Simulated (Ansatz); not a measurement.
**B₂H₂ (triplet): correlated methods under varied settings at distance B1–H3 = 2.611 Å**

What do other methods and options give for B₂H₂ (triplet) at this geometry, and how long do they take?

Computed with Ansatz 0.2.0, Gaussian basis. Level: the settings change from run to run.

20 further runs of the same task are left out: 2 for a mislabelled method, 12 that didn't finish, 6 set aside as unsound or not needed.

**1. The system**

The geometry derives from a PBE0/def2-TZVP stationary point (not a proven minimum). One bond is set to the value named and the two fragments are kept rigid.

4 atoms, charge 0, spin multiplicity 3.

Atoms are counted from 1 here; the program's logs count them from 0.

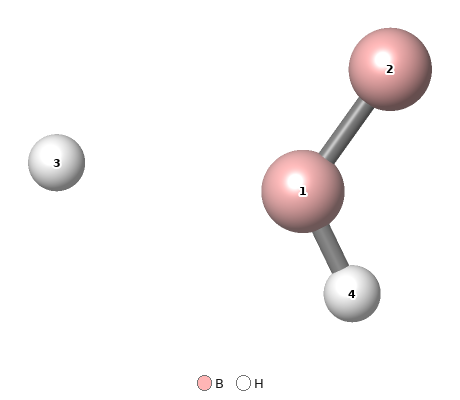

The structure; boron pink, hydrogen white; atoms are numbered from 1 in the order of the file.

**2. MRCISD+Q(relaxed)(8,6)/6-31G**

in.yaml

```yaml
crystal:
  periodic: [false, false, false]
  atoms:
    - {symbol: B, position_ang: [0.000000, -0.052792, 0.646490]}
    - {symbol: B, position_ang: [0.000000, -0.052792, -0.938592]}
    - {symbol: H, position_ang: [0.000000, 2.233131, 1.908186]}
    - {symbol: H, position_ang: [0.000000, -1.100660, 1.224852]}
basis:
  gaussian: {orbitals: 6-31G}
magnetization: {spin_polarized: false, initial_magnetization: 2}
correlation: {method: fic_mrcisd_q_relaxed, electrons: outside_noble_gas, active_space: {window: {electrons: 8, orbitals: 6}, states: [{multiplicity: 3, weights: [0.5, 1, 1]}], root: 0}}
```

Started as:

```sh
$ ansatz run in.yaml --threads 1 --pin off --events-out ev --progress --plain --max-ram 2393MiB
```

Log, cut to the lines that bear on the results:

```text
Functional definition: HF
  name "HF"
  cite "Fock, Z. Phys. 61, 126 (1930) doi:10.1007/BF01340294"
  parent pbe
[...]
503 factors; integrals over basis functions are off by at most 2.1e-7 eV
[...]
mean field -1365.63098045 eV, -50.1860128735 hartree, gradient 1.9e-6 eV, S^2 2.000000; 17 other end points of the search recorded, 0 dependent functions left out
reference -1365.63098045 eV, -50.1860128735 hartree; 7, 5 occupied and 15, 17 virtual orbitals, 503 factors
state -1367.50669220 eV, -50.2549440091 hartree
state -1366.54490915 eV, -50.2195991340 hartree
state -1365.68895677 eV, -50.1881434639 hartree
contracted CI cycle   1: correlation -0.00000000 eV, -0.0000000000 hartree, residual 9.77e0 eV
contracted CI cycle   2: correlation -2.11235201 eV, -0.0776275045 hartree, residual 2.29e0 eV
contracted CI cycle   3: correlation -2.29455223 eV, -0.0843232391 hartree, residual 1.22e0 eV
contracted CI cycle   4: correlation -2.35111815 eV, -0.0864019984 hartree, residual 7.68e-1 eV
contracted CI cycle   5: correlation -2.37136651 eV, -0.0871461117 hartree, residual 3.91e-1 eV
contracted CI cycle   6: correlation -2.37573169 eV, -0.0873065294 hartree, residual 2.16e-1 eV
contracted CI cycle   7: correlation -2.37735386 eV, -0.0873661430 hartree, residual 1.06e-1 eV
contracted CI cycle   8: correlation -2.37775486 eV, -0.0873808795 hartree, residual 6.29e-2 eV
[...]
contracted CI cycle   7: correlation -2.60519321 eV, -0.0957390845 hartree, residual 3.29e-1 eV
contracted CI cycle   8: correlation -2.60920159 eV, -0.0958863897 hartree, residual 2.05e-1 eV
contracted CI cycle   9: correlation -2.61057177 eV, -0.0959367430 hartree, residual 1.12e-1 eV
contracted CI cycle  10: correlation -2.61105030 eV, -0.0959543288 hartree, residual 7.38e-2 eV
contracted CI cycle  11: correlation -2.61124573 eV, -0.0959615105 hartree, residual 4.43e-2 eV
contracted CI cycle  12: correlation -2.61132208 eV, -0.0959643165 hartree, residual 2.71e-2 eV
contracted CI cycle  13: correlation -2.61135576 eV, -0.0959655542 hartree, residual 2.12e-2 eV
contracted CI cycle  14: correlation -2.61137911 eV, -0.0959664121 hartree, residual 1.61e-2 eV
contracted CI cycle  15: correlation -2.61138808 eV, -0.0959667420 hartree, residual 8.74e-3 eV
contracted CI cycle  16: correlation -2.61139042 eV, -0.0959668277 hartree, residual 3.80e-3 eV
contracted CI cycle  17: correlation -2.61139092 eV, -0.0959668463 hartree, residual 1.77e-3 eV
contracted CI cycle  18: correlation -2.61139103 eV, -0.0959668502 hartree, residual 9.02e-4 eV
contracted CI cycle  19: correlation -2.61139105 eV, -0.0959668512 hartree, residual 4.38e-4 eV
contracted CI cycle  20: correlation -2.61139106 eV, -0.0959668515 hartree, residual 2.28e-4 eV
contracted CI cycle  21: correlation -2.61139106 eV, -0.0959668515 hartree, residual 1.35e-4 eV
contracted CI cycle  22: correlation -2.61139106 eV, -0.0959668516 hartree, residual 7.14e-5 eV
state -1365.68895677 eV, -50.1881434639 hartree; corrected -1368.81469074 eV, -50.3030120689 hartree
Total energy: -1370.16068951 eV, -50.3524766111 hartree
```

Wall time 2.1 s (1 thread of Intel Xeon 6975P-C, shared host).

From the report: 100 determinants; active occupations (of the averaged states) 2.00, 2.00, 1.46, 1.06, 0.83, 0.65.

**3. CASSCF(4,3)/6-31G**

in.yaml, as its differences from that of step 2:

```diff
@@ -10,2 +10,4 @@
 magnetization: {spin_polarized: false, initial_magnetization: 2}
-correlation: {method: fic_mrcisd_q_relaxed, electrons: outside_noble_gas, active_space: {window: {electrons: 8, orbitals: 6}, states: [{multiplicity: 3, weights: [0.5, 1, 1]}], root: 0}}
+correlation: {active_space: {window: {electrons: 4, orbitals: 3}}}
+accuracy: high
+output: {forces: true}
```

The command is unchanged.

Log, cut to the lines that bear on the results:

```text
Functional definition: HF
  name "HF"
  cite "Fock, Z. Phys. 61, 126 (1930) doi:10.1007/BF01340294"
  parent pbe
[...]
535 factors; integrals over basis functions are off by at most 2.6e-9 eV
[...]
mean field -1365.63098049 eV, -50.1860128750 hartree, gradient 2.2e-8 eV, S^2 2.000000; 17 other end points of the search recorded, 0 dependent functions left out
reference -1365.63098049 eV, -50.1860128750 hartree; 7, 5 occupied and 15, 17 virtual orbitals, 535 factors
state -1365.63098049 eV, -50.1860128750 hartree
[...]
Total energy: -1365.63098049 eV, -50.1860128750 hartree
Atom 0 at     0.000000    -0.052792     0.646490 Å, force    -0.000000     1.093209     1.250025 eV/Å
Atom 1 at     0.000000    -0.052792    -0.938592 Å, force     0.000000     0.728612    -0.274988 eV/Å
Atom 2 at     0.000000     2.233131     1.908186 Å, force     0.000000    -2.640218    -1.510126 eV/Å
Atom 3 at     0.000000    -1.100660     1.224852 Å, force     0.000000     0.818397     0.535089 eV/Å
Dipole moment:    -0.000000    -0.429851    -0.421973 e Å
```

Wall time 1 s (1 thread of Intel Xeon 6975P-C, shared host).

From the report: 9 determinants; active occupations 2.00, 1.00, 1.00. With so small a space the active step adds no correlation: the energy is the mean field's.

**4. MRCISD+Q(relaxed)(6,5)/STO-3G**

in.yaml, as its differences from that of step 3:

```diff
@@ -8,6 +8,4 @@
 basis:
-  gaussian: {orbitals: 6-31G}
+  gaussian: {orbitals: STO-3G}
 magnetization: {spin_polarized: false, initial_magnetization: 2}
-correlation: {active_space: {window: {electrons: 4, orbitals: 3}}}
-accuracy: high
-output: {forces: true}
+correlation: {method: fic_mrcisd_q_relaxed, electrons: all, active_space: {window: {electrons: 6, orbitals: 5}}}
```

Launched as before.

Log, cut to the lines that bear on the results:

```text
Functional definition: HF
  name "HF"
  cite "Fock, Z. Phys. 61, 126 (1930) doi:10.1007/BF01340294"
  parent pbe
[...]
150 factors; integrals over basis functions are off by at most 2.5e-4 eV
[...]
mean field -1346.12284928 eV, -49.4691022763 hartree, gradient 2.5e-6 eV, S^2 2.000000; 12 other end points of the search recorded, 0 dependent functions left out
reference -1346.12284928 eV, -49.4691022763 hartree; 7, 5 occupied and 5, 7 virtual orbitals, 150 factors
state -1348.42078542 eV, -49.5535498717 hartree
contracted CI cycle   1: correlation -0.00000000 eV, -0.0000000000 hartree, residual 8.40e0 eV
contracted CI cycle   2: correlation -1.63449464 eV, -0.0600665701 hartree, residual 2.33e0 eV
contracted CI cycle   3: correlation -1.82004657 eV, -0.0668854779 hartree, residual 1.22e0 eV
contracted CI cycle   4: correlation -1.87596300 eV, -0.0689403686 hartree, residual 7.82e-1 eV
[...]
contracted CI cycle   7: correlation -1.90490554 eV, -0.0700039873 hartree, residual 1.27e-1 eV
contracted CI cycle   8: correlation -1.90546687 eV, -0.0700246159 hartree, residual 6.09e-2 eV
contracted CI cycle   9: correlation -1.90559943 eV, -0.0700294874 hartree, residual 3.07e-2 eV
contracted CI cycle  10: correlation -1.90563349 eV, -0.0700307389 hartree, residual 1.72e-2 eV
contracted CI cycle  11: correlation -1.90564564 eV, -0.0700311854 hartree, residual 9.76e-3 eV
contracted CI cycle  12: correlation -1.90564999 eV, -0.0700313456 hartree, residual 6.11e-3 eV
contracted CI cycle  13: correlation -1.90565134 eV, -0.0700313951 hartree, residual 3.36e-3 eV
contracted CI cycle  14: correlation -1.90565179 eV, -0.0700314114 hartree, residual 1.77e-3 eV
contracted CI cycle  15: correlation -1.90565188 eV, -0.0700314148 hartree, residual 8.03e-4 eV
state -1348.42078542 eV, -49.5535498717 hartree; corrected -1350.52693193 eV, -49.6309493283 hartree
Total energy: -1350.52693193 eV, -49.6309493283 hartree
```

It took 0.6 s on 1 thread of Intel Xeon 6975P-C, shared host.

From the report: 48 determinants; active occupations 2.00, 1.39, 1.00, 1.00, 0.61.

**5. NEVPT2(6,7)/6-31G**

in.yaml, as its differences from that of step 4:

```diff
@@ -8,4 +8,4 @@
 basis:
-  gaussian: {orbitals: STO-3G}
+  gaussian: {orbitals: 6-31G}
 magnetization: {spin_polarized: false, initial_magnetization: 2}
-correlation: {method: fic_mrcisd_q_relaxed, electrons: all, active_space: {window: {electrons: 6, orbitals: 5}}}
+correlation: {method: sc_nevpt2, electrons: outside_noble_gas, active_space: {window: {electrons: 6, orbitals: 7}, states: [{multiplicity: 3, weights: [1, 1, 0.5]}]}}
```

The command is unchanged.

Log, cut to the lines that bear on the results:

```text
Functional definition: HF
  name "HF"
  cite "Fock, Z. Phys. 61, 126 (1930) doi:10.1007/BF01340294"
  parent pbe
[...]
503 factors; integrals over basis functions are off by at most 2.1e-7 eV
[...]
mean field -1365.63098045 eV, -50.1860128735 hartree, gradient 1.9e-6 eV, S^2 2.000000; 17 other end points of the search recorded, 0 dependent functions left out
reference -1365.63098045 eV, -50.1860128735 hartree; 7, 5 occupied and 15, 17 virtual orbitals, 503 factors
state -1368.21930644 eV, -50.2811320992 hartree
state -1367.40121984 eV, -50.2510679713 hartree
state -1367.13828397 eV, -50.2414052561 hartree
state -1368.21930644 eV, -50.2811320992 hartree; corrected -1369.63059747 eV, -50.3329960881 hartree
state -1367.40121984 eV, -50.2510679713 hartree; corrected -1368.79375892 eV, -50.3022428384 hartree
state -1367.13828397 eV, -50.2414052561 hartree; corrected -1368.48260679 eV, -50.2908082086 hartree
Total energy: -1369.06626391 eV, -50.3122572123 hartree
```

Wall time 3 s (1 thread of Intel Xeon 6975P-C, shared host).

From the report: 600 determinants; active occupations (of the averaged states) 1.97, 1.45, 1.01, 0.80, 0.64, 0.09, 0.04.

**6. BCCD(T)/6-31G**

in.yaml

```yaml
crystal:
  periodic: [false, false, false]
  atoms:
    - {symbol: B, position_ang: [0.000000, -0.052792, 0.646490]}
    - {symbol: B, position_ang: [0.000000, -0.052792, -0.938592]}
    - {symbol: H, position_ang: [0.000000, 2.233131, 1.908186]}
    - {symbol: H, position_ang: [0.000000, -1.100660, 1.224852]}
basis:
  gaussian: {orbitals: 6-31G}
magnetization: {spin_polarized: true, initial_magnetization: 2}
hamiltonian: {xc: {name: r2SCAN}}
correlation: {method: bccd_t, electrons: valence}
accuracy: high
```

Same command.

Log, cut to the lines that bear on the results:

```text
Functional definition: r2SCAN
  name "r2SCAN"
  cite "Furness, Kaplan, Ning, Perdew & Sun, J. Phys. Chem. Lett. 11, 8208 (2020) doi:10.1021/acs.jpclett.0c02405"
  cite "Furness, Kaplan, Ning, Perdew & Sun, J. Phys. Chem. Lett. 11, 9248 (2020) doi:10.1021/acs.jpclett.0c03077"
  parent r2scan
[...]
535 factors; integrals over basis functions are off by at most 2.6e-9 eV
[...]
mean field -1375.34535566 eV, -50.5430095781 hartree, gradient 7.3e-8 eV, S^2 2.744592; 7 other end points of the search recorded, 0 dependent functions left out
2 core orbitals not correlated: weight in the atoms' cores, before any rotation towards them, 1.000 or more for the frozen orbitals, at most 0.000 for the correlated occupied ones
reference -1367.06055718 eV, -50.2385488494 hartree; 5, 3 occupied and 15, 17 virtual orbitals, 535 factors
second order -2.06015283 eV of doubles, -0.18558740 eV of singles
cycle   1  -2.59677982 eV  change   -3.5e-1 eV  update   6.0e-2
[...]
cycle  53  -2.84832347 eV  change  -5.6e-10 eV  update  3.2e-10
perturbative correction -0.11053444 eV, -0.0040620659 hartree
WARN: the results are in doubt because among natural orbitals full CI differs from the method by -0.083 eV
Total energy: -1370.01941509 eV, -50.3472848720 hartree
In doubt: among natural orbitals full CI differs from the method by -0.083 eV
```

It took 8 s on 1 thread of Intel Xeon 6975P-C, shared host.

From the report: ⟨S²⟩ of the determinant 2.745 (pure triplet: 2.00); correlation -2.9589 eV; largest double amplitude 0.14. The determinant is far from a pure spin state, so its energy mixes those of several spin states (harmless only where they are near-degenerate, as at dissociation). Mind the lines of doubt at the end of the log.

**7. NEVPT2(4,9)/6-31G**

in.yaml

```yaml
crystal:
  periodic: [false, false, false]
  atoms:
    - {symbol: B, position_ang: [0.000000, -0.052792, 0.646490]}
    - {symbol: B, position_ang: [0.000000, -0.052792, -0.938592]}
    - {symbol: H, position_ang: [0.000000, 2.233131, 1.908186]}
    - {symbol: H, position_ang: [0.000000, -1.100660, 1.224852]}
basis:
  gaussian: {orbitals: 6-31G, point_charges: [{charge: 0.50, position_ang: [3.357, -0.784, 0.110]}]}
magnetization: {spin_polarized: false, initial_magnetization: 2}
correlation: {method: sc_nevpt2, electrons: valence, active_space: {window: {electrons: 4, orbitals: 9}, states: [{multiplicity: 3, weights: [1, 0.5, 0.5]}, {multiplicity: 5, weights: [1]}], root: 2}}
```

Launched as before.

Log, cut to the lines that bear on the results:

```text
Functional definition: HF
  name "HF"
  cite "Fock, Z. Phys. 61, 126 (1930) doi:10.1007/BF01340294"
  parent pbe
[...]
503 factors; integrals over basis functions are off by at most 2.1e-7 eV
[...]
mean field -1365.56608763 eV, -50.1836281066 hartree, gradient 2.2e-6 eV, S^2 2.000000; 12 other end points of the search recorded, 0 dependent functions left out
reference -1365.56608763 eV, -50.1836281066 hartree; 7, 5 occupied and 15, 17 virtual orbitals, 503 factors
state -1367.98298894 eV, -50.2724475913 hartree
state -1367.19025589 eV, -50.2433151890 hartree
state -1366.81609224 eV, -50.2295649288 hartree
state -1367.98298894 eV, -50.2724475913 hartree; corrected -1369.55245416 eV, -50.3301243744 hartree
state -1367.19025589 eV, -50.2433151890 hartree; corrected -1368.74080978 eV, -50.3002969936 hartree
state -1366.81609224 eV, -50.2295649288 hartree; corrected -1368.31056867 eV, -50.2844859246 hartree
state -1367.41275384 eV, -50.2514918381 hartree
state -1367.41275384 eV, -50.2514918381 hartree; corrected -1368.99696945 eV, -50.3097106878 hartree
Total energy: -1368.31056867 eV, -50.2844859246 hartree
```

Wall time 8.5 s (1 thread of Intel Xeon 6975P-C, shared host).

From the report: 1,296 determinants; active occupations (of the averaged states) 1.30, 1.01, 0.83, 0.76, 0.06, 0.03, 0.00, 0.00, 0.00.

**8. All runs side by side**

Where basis and cores are those of an earlier FCI/6-31G run (-1370.1573 eV), and the state is the same kind, the miss against it is given. † marks a result that the program doubts.

| level | correlated | functions | energy (eV) | from FCI (meV) | time |
| --- | --- | --- | --- | --- | --- |
| MRCISD+Q(relaxed)(8,6)/6-31G (lowest root of an average) | outside noble gas | 22 | -1370.1607 |  | 2.1 s |
| CASSCF(4,3)/6-31G |  | 22 | -1365.6310 | 4526.3 | 1 s |
| MRCISD+Q(relaxed)(6,5)/STO-3G | all | 12 | -1350.5269 |  | 0.6 s |
| NEVPT2(6,7)/6-31G (mean of several states) | outside noble gas | 22 | -1369.0663 |  | 3 s |
| BCCD(T)/6-31G (on r2SCAN orbitals) † | valence | 22 | -1370.0194 | 137.9 | 8 s |
| NEVPT2(4,9)/6-31G (excited root 2 of an average, beside a point charge) | valence | 22 | -1368.3106 |  | 8.5 s |

**9. Summary of results**

```
quantity                                                                           value
    runs                                                                               6
quickest                                            MRCISD+Q(relaxed)(6,5)/STO-3G, 0.6 s
 slowest  NEVPT2(4,9)/6-31G (excited root 2 of an average, beside a point charge), 8.5 s
```

In words: Total energies in different bases, with other cores or another treatment of relativity can't be set against each other. NEVPT2(4,9)/6-31G (excited root 2 of an average, beside a point charge) took 14 times as long as MRCISD+Q(relaxed)(6,5)/STO-3G; the jobs differ in more than the method. Hartree-Fock, CASSCF and CASCI lack dynamic correlation by design. Cores frozen from Kohn-Sham orbitals shift the total energy.
